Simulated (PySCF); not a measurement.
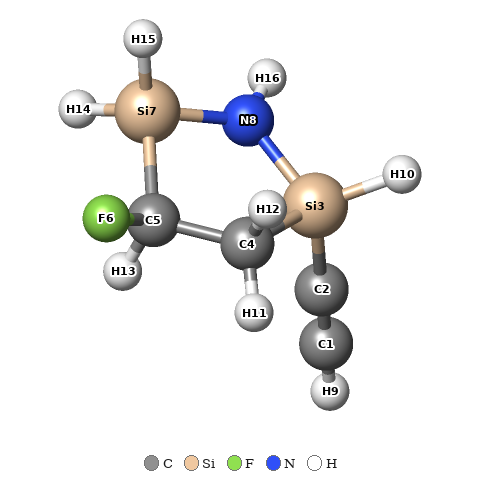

The molecule: C₄H₈FNSi₂, SMILES C#C[Si@@H]1C[C@@H](F)[SiH2]N1.

Kohn-Sham orbital energies near the frontier, ωB97X-D/def2-SVPD in PySCF 2.14.0, at a GFN2-xTB geometry (no frequency check), isolated molecule; empty levels in grey, levels within 0.03 eV side by side.

Where do the frontier orbitals lie?

HOMO at −9.48 eV, LUMO at 1.23 eV, 10.71 eV apart.

How far below the HOMO does the next level lie?

0.60 eV.

List the levels with the atoms that carry most of them (a dash for levels above zero or within 0.03 eV of another, where shares mean little).

| orbital | energy (eV) | Löwdin shares |
| --- | --- | --- |
| LUMO+1 | 1.67 | – |
| LUMO | 1.23 | – |
| HOMO | −9.48 | N8 53 %, Si7 12 %, H15 7 % |
| HOMO−1 | −10.08 | C5 17 %, C1 14 %, C2 14 % |
| HOMO−2 | −10.22 | C2 20 %, C1 20 %, F6 13 % |

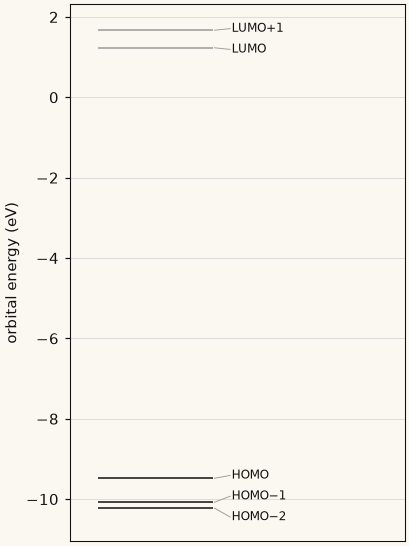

Note: the tight-binding geometry is rougher than a DFT one and adds to the error; one conformer of a flexible molecule; empty levels above zero depend strongly on the basis.
